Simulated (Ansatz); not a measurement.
# InF (SMILES [F][In]): levels of theory compared

We compute a comparison of 6 runs (UHF/STO-3G, UB3LYP/STO-3G, UPBE0/STO-3G, wB97M-V/STO-3G, CCSDT/STO-3G, UCCSD(T)/STO-3G) of InF. 

The results are computed with Ansatz 0.2.0.

39 further runs of the same task are left out: 3 that didn't finish, 36 set aside as unsound or not needed.

## Step 1: The system as given

InF: 2 atoms, total charge 0, spin state singlet. SMILES: `[F][In]`. The In2–F1 distance was set to 4.984 Å, away from the relaxed value.

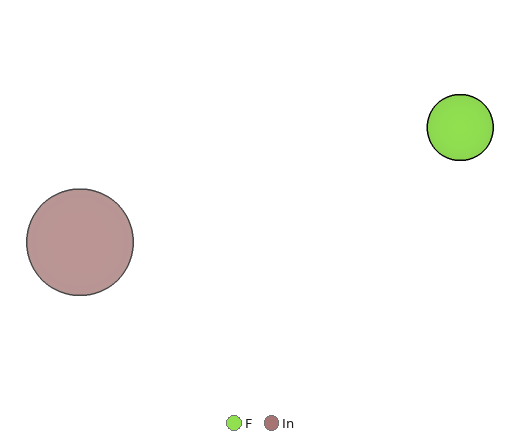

The structure, seen from a chosen angle (fluorine green, indium brown).

## Step 2: A single-point energy at UHF/STO-3G (run 1)

The input, molecule.yaml:

```yaml
crystal:
  periodic: [false, false, false]
  atoms:
    - symbol: F
      position_ang: [0.000000, 0.000000, -2.974620]
    - symbol: In
      position_ang: [-0.000000, -0.000000, 2.009580]
basis:
  gaussian:
    orbitals: STO-3G
magnetization:
  spin_polarized: true
hamiltonian:
  xc: hf
accuracy: high
```

Run with:

```console
$ ansatz run molecule.yaml --threads 1 --pin off --max-ram 3480MiB --events-out events.jsonl --progress --plain --runs-dir runs
```

The program printed:

```text
Warning: RAYON_NUM_THREADS=1 ignored (pool sized by the plan → 1); use --threads N
Functional definition: HF
  name "HF"
  exchange = exact_x
  correlation = 0
529 factors; integrals over basis functions are off by at most 6.8e-9 eV
mean field evaluation 1: about -157293.9814 eV, gradient 1.6e0 eV
mean field evaluation 2: about -157293.9948 eV, gradient 1.6e0 eV
mean field evaluation 4: about -157293.9736 eV, gradient 1.9e0 eV
mean field evaluation 8: about -157296.4059 eV, gradient 1.0e0 eV
mean field evaluation 16: about -157302.6024 eV, gradient 1.5e-2 eV
mean field evaluation 32: about -157302.6003 eV, gradient 2.7e-3 eV
mean field evaluation 64: about -157302.5984 eV, gradient 6.3e-2 eV
mean field evaluation 96: about -157302.6021 eV, gradient 1.7e-1 eV
mean field -157302.60243977 eV, -5780.7640161282 hartree, gradient 5.5e-9 eV, S^2 0.999996; 4 other end points of the search recorded, 0 dependent functions left out
reference -157302.60243977 eV, -5780.7640161282 hartree; 29, 29 occupied and 3, 3 virtual orbitals, 529 factors
Total energy: -157302.60243977 eV, -5780.7640161282 hartree
```

It took 1.4 s on 1 thread of Arm Neoverse V2, shared host; peak memory 0.13 GiB.

## Step 3: A single-point energy at UB3LYP/STO-3G (run 2)

The input, job.yaml:

```yaml
crystal:
  periodic: [false, false, false]
  atoms:
    - {symbol: F, position_ang: [0.000000, 0.000000, -2.974620]}
    - {symbol: In, position_ang: [-0.000000, -0.000000, 2.009580]}
basis:
  gaussian:
    orbitals: STO-3G
magnetization:
  spin_polarized: true
hamiltonian:
  xc: {name: B3LYP}
accuracy: high
```

Run with:

```console
$ ansatz run job.yaml --threads 1 --pin off --max-ram 3480MiB --events-out events.jsonl --progress --plain --runs-dir runs
```

The program printed, cut to the lines that bear on the results:

```text
Warning: RAYON_NUM_THREADS=1 ignored (pool sized by the plan → 1); use --threads N
Functional definition: B3LYP
  name "B3LYP"
[...]
529 factors; integrals over basis functions are off by at most 6.8e-9 eV
[...]
mean field -157362.98969599 eV, -5782.9832068623 hartree, gradient 1.5e-8 eV, S^2 0.914963; 17 other end points of the search recorded, 0 dependent functions left out
reference -157362.98972145 eV, -5782.9832077980 hartree; 29, 29 occupied and 3, 3 virtual orbitals, 529 factors
Total energy: -157362.98972145 eV, -5782.9832077980 hartree
```

Wall time 32 s (1 thread of Arm Neoverse V2, shared host); peak memory 0.16 GiB.

Runs 3 to 5 aren't shown in full; the table further down has their settings and results.

## Step 4: A single-point energy at UCCSD(T)/STO-3G (run 6)

The input, in.yaml:

```yaml
crystal:
  periodic: [false, false, false]
  atoms:
    - {symbol: F, position_ang: [0.000000, 0.000000, -2.974620]}
    - {symbol: In, position_ang: [-0.000000, -0.000000, 2.009580]}
basis:
  gaussian: {orbitals: STO-3G}
magnetization: {spin_polarized: true, initial_magnetization: 0}
correlation: {method: ccsd_t, frozen_orbitals: {F: 1, In: 18}}
scf: {omitted_lower_state_checks: [cluster_reference, increment]}
accuracy: high
```

Run with:

```console
$ ansatz run in.yaml --threads 1 --pin off --max-ram 3480MiB --events-out events.jsonl --progress --plain --runs-dir runs
```

The program printed:

```text
Warning: RAYON_NUM_THREADS=1 ignored (pool sized by the plan → 1); use --threads N
[... 17 lines left out ...]
19 core orbitals not correlated: weight in the atoms' cores, before any rotation towards them, 1.000 or more for the frozen orbitals, at most 0.000 for the correlated occupied ones
[... 157 lines left out ...]
Total energy: -157303.32423400 eV, -5780.7905415768 hartree
Checks for a lower state left out: cluster_reference, increment
```

Wall time 3.6 s (1 thread of Arm Neoverse V2, shared host); peak memory 0.14 GiB.

## Step 5: All runs side by side

| run | level | frozen core orbitals | energy (Eh) | ⟨S²⟩ | wall time |
| --- | --- | --- | --- | --- | --- |
| 1 | UHF/STO-3G | – | -5780.764016 | 1.000 | 1.4 s |
| 2 | UB3LYP/STO-3G | – | -5782.983208 | 0.915 | 32 s |
| 3 | UPBE0/STO-3G | – | -5782.650468 | 0.954 | 10 s |
| 4 | wB97M-V/STO-3G | – | -5783.012995 | – | 22 s |
| 5 | CCSDT/STO-3G | 19 | -5780.790525 | – | 1.3 s |
| 6 | UCCSD(T)/STO-3G | 19 | -5780.790542 | 1.000 | 3.6 s |

## Step 6: Results

```
                                           quantity           value
                                run 6: total energy  -5780.79054 Eh
run 6: correlation energy (19 core orbitals frozen)       -26.5 mEh
                              run 6: (T) correction        0.00 mEh
           run 6: ⟨S²⟩ of the reference determinant           1.000
                               run 6: T1 diagnostic           0.000
```

**Reading.** Below the UHF energy at the same shape and in the same basis (STO-3G): CCSDT -26.5 mEh; UCCSD(T) -26.5 mEh. Some of these start from another determinant than that one, so these aren't their correlation energies. Totals of different functionals can't be ranked against each other. In run 5 the log says that unrestricted orbitals would lower the reference, so the values rest on an unstable closed-shell determinant (other closed-shell runs at this shape may share the fault). In runs 1, 2, 3, 4, 5, 6 the basis is minimal, so the values are rough. In runs 1, 2, 3, 4, 5, 6 relativity is left out where basis or elements ask for it. Spin contamination of the reference: run 1 ⟨S²⟩ = 1.00, run 6 ⟨S²⟩ = 1.00, run 3 ⟨S²⟩ = 0.95, run 2 ⟨S²⟩ = 0.91. Where it is this large, the reference is a mixture of spin states, and values that rest on it are in doubt. All runs together took 70 s, the longest 32 s.
